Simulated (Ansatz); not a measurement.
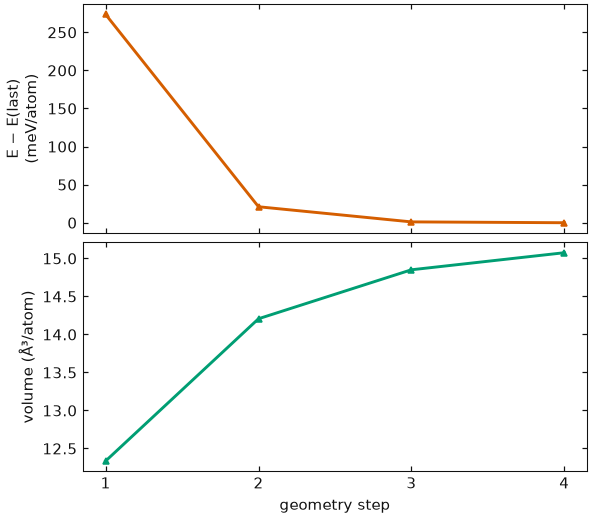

History of a geometry optimisation. SrB$_{3}$Pt (Pm-3m, 5 atoms in the cell); DFT PBE, scalar-relativistic, plane waves, PAW (Ansatz); cutoff 420 eV, 4×4×4 k-mesh, Gaussian smearing of 0.1 eV. Atoms and cell relax. A closing SCF on a freshly chosen basis isn't drawn.

The optimisation met its thresholds at geometry 4, counting the start as the first. The energy fell by about 270 meV/atom from the first step to the last. All forces vanish by symmetry, so only the cell moves. The volume grows from 12.3 to 15.1 Å³ per atom (+22 %).
